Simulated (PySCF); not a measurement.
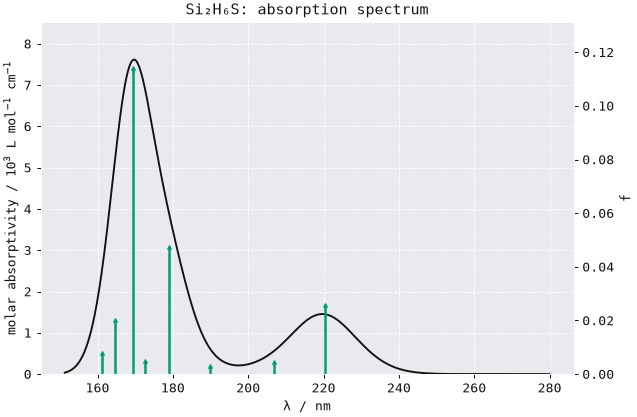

Computed absorption of Si₂H₆S, SMILES [SiH3][SiH2]S. Vertical TDDFT excitations, CAM-B3LYP/def2-SVPD with PySCF 2.14.0, at a GFN2-xTB geometry (no frequency check), gas phase. Only the first 8 singlet excitations are included; each is broadened by a Gaussian of 1/e half-width 0.30 eV. Sticks give oscillator strengths (right axis).

**Which of the computed transitions is the brightest, and what character does the calculation give it?**

S6 at 7.32 eV (169 nm), f = 0.114, mainly HOMO−1 → LUMO (76 %).

**List the transitions behind the spectrum.**

| state | E (eV) | λ (nm) | f | main character |
| --- | --- | --- | --- | --- |
| S1 | 5.63 | 220 | 0.026 | HOMO → LUMO (96 %) |
| S2 | 6.00 | 207 | 0.004 | HOMO → LUMO+1 (71 %) |
| S3 | 6.53 | 190 | 0.003 | HOMO → LUMO+3 (67 %) |
| S4 | 6.93 | 179 | 0.047 | HOMO → LUMO+2 (57 %) |
| S5 | 7.18 | 173 | 0.005 | HOMO → LUMO+4 (64 %) |
| S6 | 7.32 | 169 | 0.114 | HOMO−1 → LUMO (76 %) |
| S7 | 7.53 | 165 | 0.020 | HOMO → LUMO+5 (68 %) |
| S8 | 7.70 | 161 | 0.008 | HOMO−1 → LUMO+3 (30 %) |

Note: the tight-binding geometry is rougher than a DFT one and adds to the error; core orbitals are frozen in the response.
